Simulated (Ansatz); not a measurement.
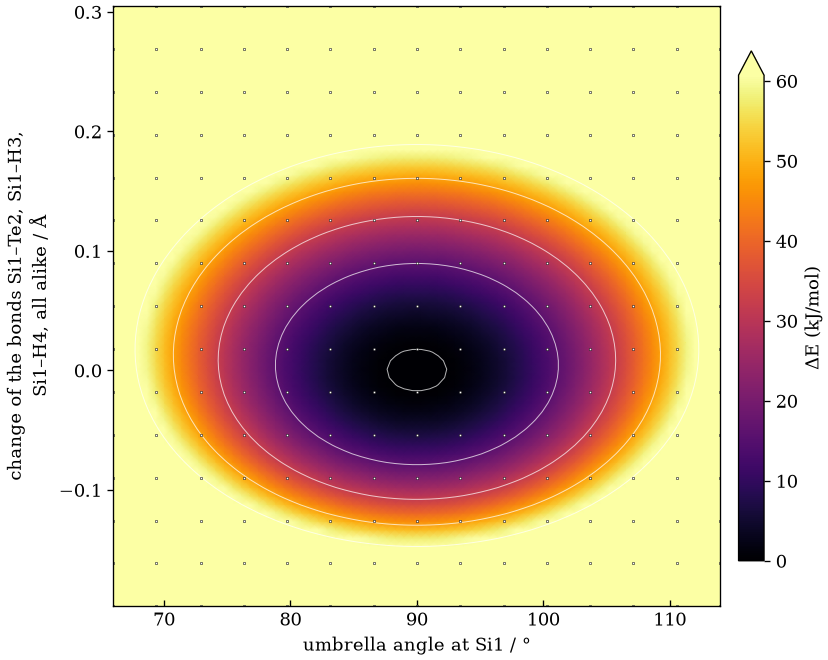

H3SiTe, SMILES [SiH2+][TeH], charge +1. The first coordinate is: umbrella angle at Si1 (between each of its bonds and their common axis; 90 is planar); the second: change of the bonds Si1–Te2, Si1–H3, Si1–H4, all alike. Nothing is relaxed (all other coordinates rigid). The scan uses a 15 × 15 grid; 120 points were computed and 105 follow by symmetry. Points are written as (first, second). Energies: kJ/mol, counted from the lowest grid point. Computed with Ansatz 0.2.0, RKS PBE-D4/def2-SVP.

The picture shows a smooth colour map with a few white contour lines, dots at the grid points, one colour for all values above the top of the scale. Between grid points the surface is interpolated.

Question: Estimate the position of the minimum and the force constants in these coordinates.

Answer: The interpolated minimum is at the first coordinate ≈ 90.0°, the second coordinate ≈ 0.000 Å. The curvatures there are about 9.2 eV/rad² and 49 eV/Å², with a cross term of about 0 eV/(rad·Å). Round the minimum the two coordinates are nearly uncoupled. (1 eV is 96.5 kJ/mol.)
